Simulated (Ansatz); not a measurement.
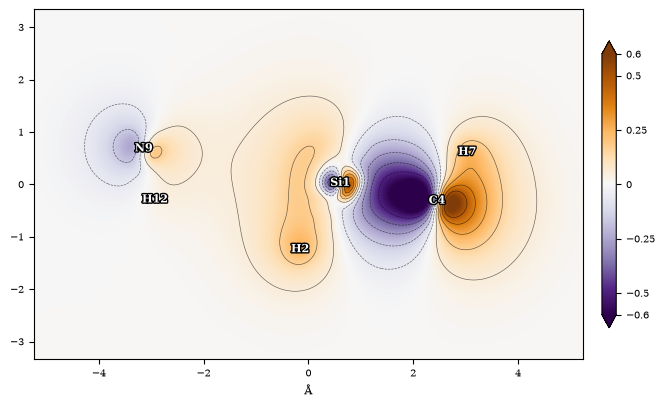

CH6Si···NH3. The HOMO−1 on the plane of atoms H2, Si1 and C4 (values in Å⁻³ᐟ²; the overall sign is arbitrary).

Level of theory: RHF/def2-SVP (Ansatz 0.2.0).

```yaml
atoms:
  - { symbol: Si, position_ang: [-0.1850, 0.3784, -0.0687] }
  - { symbol: H, position_ang: [-0.4232, 0.3079, 1.3947] }
  - { symbol: H, position_ang: [1.2777, 0.4834, -0.2991] }
  - { symbol: C, position_ang: [-1.0824, 1.8590, -0.8127] }
  - { symbol: H, position_ang: [-2.1599, 1.7818, -0.6518] }
  - { symbol: H, position_ang: [-0.7395, 2.7907, -0.3575] }
  - { symbol: H, position_ang: [-0.9053, 1.9235, -1.8884] }
  - { symbol: H, position_ang: [-0.6647, -0.8858, -0.6812] }
  - { symbol: N, position_ang: [1.6142, -2.5969, 1.4758] }
  - { symbol: H, position_ang: [1.0459, -2.8822, 0.6975] }
  - { symbol: H, position_ang: [2.2702, -1.9152, 1.1364] }
  - { symbol: H, position_ang: [1.0128, -2.1346, 2.1351] }
```

> Where does this orbital lie, and at what energy?

Its weight (Hirshfeld) is mainly on C4 (about 40 %) and Si1 (about 30 %). Its energy is −12.62 eV.
